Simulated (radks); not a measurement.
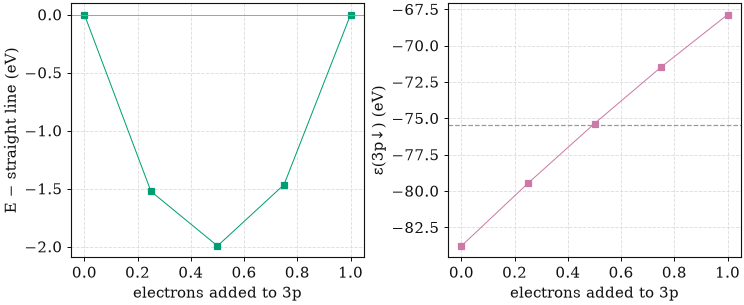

Theory: scalar-relativistic Kohn-Sham, PBE, spin-polarised, spherical densities, finite nucleus (computed with the in-house radial solver radks). The occupation of the 3p shell is varied from Co²⁺ ([Ne] 3s2 3p5 3d8 (high spin)) to Co⁺ ([Ar] 3d8 (high spin)), with spherical fractional occupations. The plot shows the total energy less the straight line between the end points, and the eigenvalue of 3p↓ (the dashed line is minus the energy to take the whole electron out).

Describe the curve.

Answer. The curve is convex (below the straight line), with the largest deviation among the points computed, −1.99 eV, at 0.5. The end points differ by 75.5 eV, the energy to take the electron out. The eigenvalue, which is the slope of the energy (Janak's theorem), moves from −83.8 eV at 0 to −67.9 eV at 1; for a straight line it would stay constant, and a parabola would sag by an eighth of this change, scaled to a whole electron, 1.99 eV. Convexity is the mark of the delocalisation error, which puts fractional charges too low; for p, d and f shells the spherical spreading of the fraction adds to it. The shell lies under occupied ones, so the straight line is a guide here rather than an exact condition.
